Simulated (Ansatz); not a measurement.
ClF4HW

```xyz
7

W     0.1209    0.0000   -0.1321
H    -0.1264    0.0000    1.5737
Cl    2.2948    0.0000    0.4506
F     0.2186    1.8333   -0.1301
F    -1.7216    0.0000    0.1510
F     0.2186   -1.8333   -0.1301
F    -0.4649    0.0000   -1.9130
```

Core potentials replace the inner electrons of W.

Method: Ansatz 0.2.0, RKS LDA/def2-SVP.

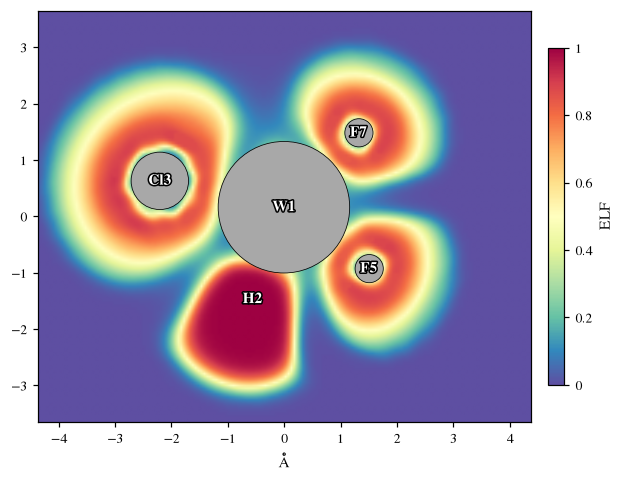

Figure 1. Electron localisation function on the plane of atoms H2, W1 and F5. Grey discs cover the atomic cores.

### Read the bonding off the picture.

The section cuts through W, H, Cl and F sites.
W–F (1.86 Å): the ELF peaks at about 0.85 in the valence shell of F, 0.5 Å from its nucleus, and drops to about 0.25 between the two atoms.
W–Cl (2.25 Å): the ELF peaks at about 0.85 in the valence shell of Cl, 0.8 Å from its nucleus, and is about 0.40 at the midpoint.
W–H (1.72 Å): the ELF climbs to about 1 towards the hydrogen.

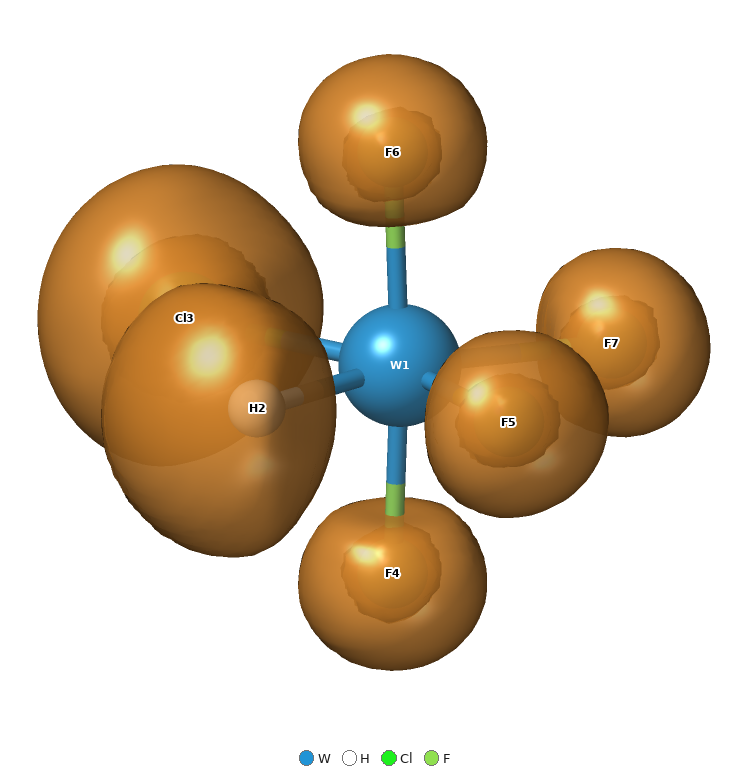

Figure 2. Isosurface of the electron localisation function at 0.75 (orange), seen at a tilt. Only the valence region is drawn (cores and ρ < 0.01 e/Å³ removed).

### Where are the electrons localised?

The surface consists of one region around a hydrogen nucleus, one region wrapped around Cl (its valence shell) and four regions wrapped around F (the valence shell of each). Profiles from the grid: W–F (1.84 Å): the ELF peaks at about 0.85 in the valence shell of F, 0.5 Å from its nucleus, and drops to about 0.20 between the two atoms.

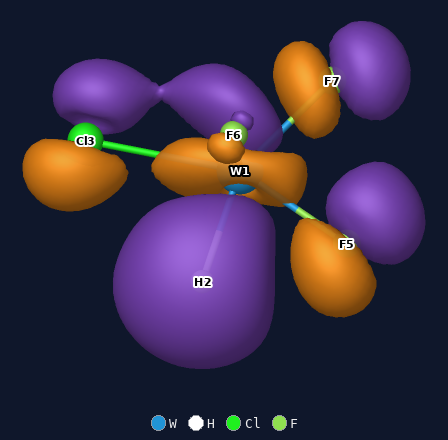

Figure 3. One frontier orbital at ±0.08 Å⁻³ᐟ² (orange and purple are the two phases), seen from one side.

### Which orbital is it: HOMO or LUMO?

The HOMO, at −8.25 eV. By Hirshfeld shares it lies mainly on H2 (about 35 %), W1 (about 30 %), F5 (about 20 %) and F7 (about 10 %).
